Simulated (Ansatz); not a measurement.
The starting structures come from a database of crystals and need not be the phases stable at ambient conditions.

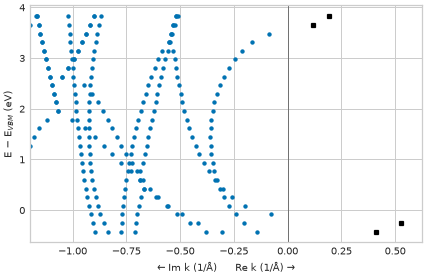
Figure. Complex bands at the centre of the two-dimensional zone; PBEsol (Ansatz, a first-principles code)

The gap is the functional's own. No spin-orbit coupling. Mid-gap values are interpolated on the energy grid.

This is BaZnBO3F (P-6, not sure to be the ambient phase, 7 atoms a cell, 14.2 Å³ an atom, -5 GPa at this level) along the normal of (100). Read off the slowest decay at the centre of the two-dimensional zone at 1.78 eV, the computed energy nearest the middle of the gap.

κ ≈ 0.35 1/Å, a decay length 1/(2κ) of the density of 1.4 Å.
